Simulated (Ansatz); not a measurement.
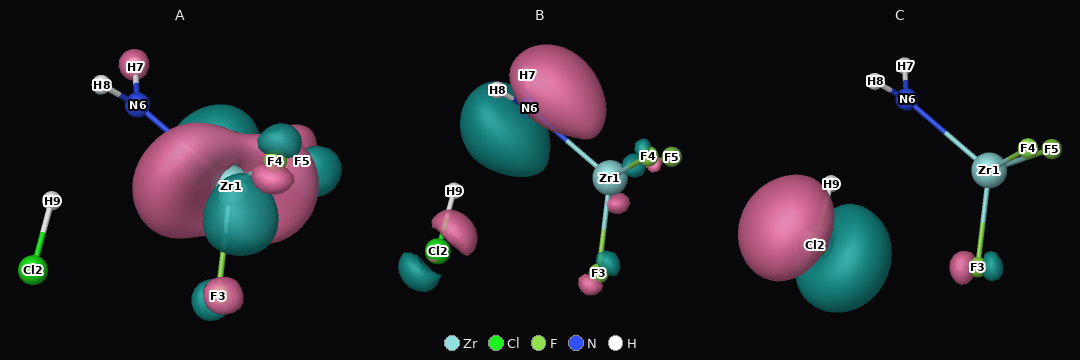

*F₃H₂NZr···HCl. Three frontier orbitals at ±0.15 Å⁻³ᐟ² (teal and pink are the two phases), in no order.*

Core potentials replace the inner electrons of Zr; not at a stationary point (largest force 1.4 eV/Å).

Level of theory: Ansatz, RKS PBE/def2-SVP.

Input file:

```
crystal:
  periodic: [false, false, false]
  atoms:
    - { symbol: Zr, position_ang: [0.0, 0.0, 0.0] }
    - { symbol: Cl, position_ang: [0.0, 0.0, 2.87] }
    - { symbol: F, position_ang: [1.8671, 0.0, -0.6593] }
    - { symbol: F, position_ang: [-0.9326, 1.6157, -0.6593] }
    - { symbol: F, position_ang: [-0.9326, -1.6157, -0.6593] }
    - { symbol: "N", position_ang: [-2.382, 0.0, 0.7915] }
    - { symbol: H, position_ang: [-3.102, -0.6071, 0.3052] }
    - { symbol: H, position_ang: [-2.6678, 0.6071, 1.612] }
    - { symbol: H, position_ang: [-1.622, 0.0, 2.0511] }
basis:
  gaussian: { orbitals: def2-SVP }
hamiltonian:
  xc: pbe
relax:
  f_tol: 0.15
  max_steps: 25
  restrain:
    - { distance: [0, 5], at: 2.21, k: 30.0 }
    - { distance: [8, 1], at: 1.37, k: 30.0 }
    - { distance: [0, 1], at: 3.72, k: 30.0 }
    - { distance: [8, 5], at: 2.26, k: 30.0 }
output:
  orbitals: {}
```

Launched as:

```sh
ansatz run input.yaml --threads 4 --pin off --max-ram 5120MiB --backend cpu --events-out ev --progress --plain --runs-dir out
```

The fields are those of the run's last geometry, not of the input's.

### Order the three orbitals by energy and name them.

C is the HOMO−1 (−7.42 eV). Its weight (Hirshfeld) is mainly on Cl2 (about 95 %); largely a lone pair of Cl2. B is the HOMO (−6.46 eV). It lies mainly on N6 (about 65 %), Zr1 (about 10 %) and Cl2 (about 5 %); largely a lone pair of N6. A is the LUMO (−2.32 eV). Its weight (Hirshfeld) is mainly on Zr1 (about 75 %) and F5 (about 10 %).

### What is the HOMO–LUMO gap?

4.14 eV between the orbital energies.
